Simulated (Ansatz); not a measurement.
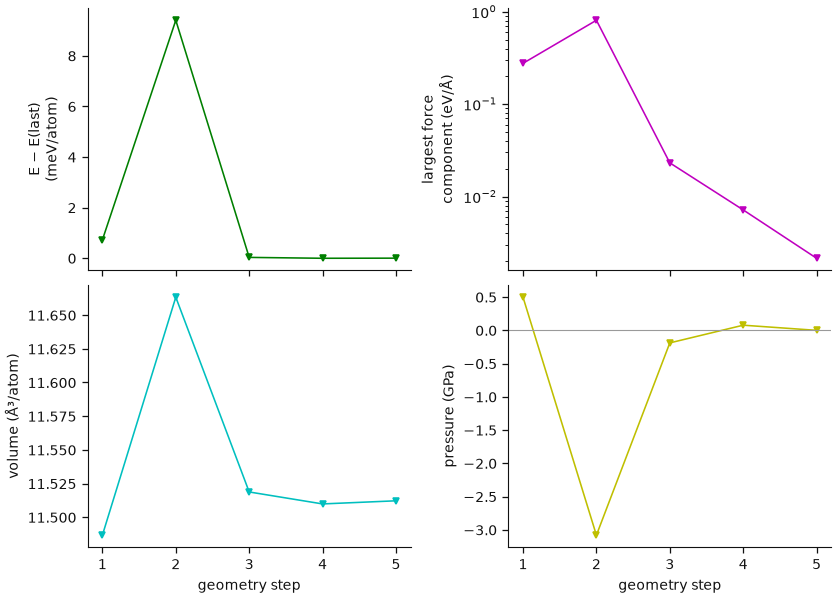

History of a geometry optimisation. Atoms and cell relax. A closing SCF on a freshly chosen basis isn't drawn.

```
crystal:
  lattice:
    - [1.4049954723, 0.8111745141, 8.3989212281]
    - [-1.4049954723, 0.8111745141, 8.3989212281]
    - [0.0, -1.6223490283, 8.3989212281]
  atoms:
    - { symbol: W, position: [0.0, 0.0, 0.0] }
    - { symbol: W, position: [0.2156824352, 0.2156824352, 0.2156824352] }
    - { symbol: W, position: [0.7843175648, 0.7843175648, 0.7843175648] }
    - { symbol: "N", position: [0.3933608347, 0.3933608347, 0.3933608347] }
    - { symbol: "N", position: [0.6066391653, 0.6066391653, 0.6066391653] }
basis:
  ecutwfc: 420
kpoints:
  mp_grid: { grid: [18, 18, 18] }
hamiltonian:
  xc: pbe
scf:
  occupations: { method: gaussian, width: 0.1 }
output:
  forces: true
  stress: true
  eigenvalues: true
relax:
  adjacent_minimum: "off"
  f_tol: 0.01
  max_steps: 80
  cell: { stress_tol: 0.05 }
```

Run as:
```bash
ansatz run input.yaml --threads 1 --pin off --max-ram 2560MiB --backend cpu --events-out ev --progress --plain --runs-dir out
```

Question: How did it end, and what did it gain?

Answer: The optimisation met its thresholds at geometry 5, counting the start as the first. The energy fell by about 0.72 meV/atom from the first step to the last. Step 2 went uphill and was rejected by the line search. The largest force component goes from about 0.28 eV/Å at the start to 2.2 × 10⁻³ eV/Å at the end, with a peak of 0.81 eV/Å at step 2.

Question: What happens to the cell?

Answer: The volume grows from 11.49 to 11.51 Å³ per atom (+0.2 %), overshooting to 11.66 at step 2, as the pressure goes from 0.5 GPa to about 0 GPa.
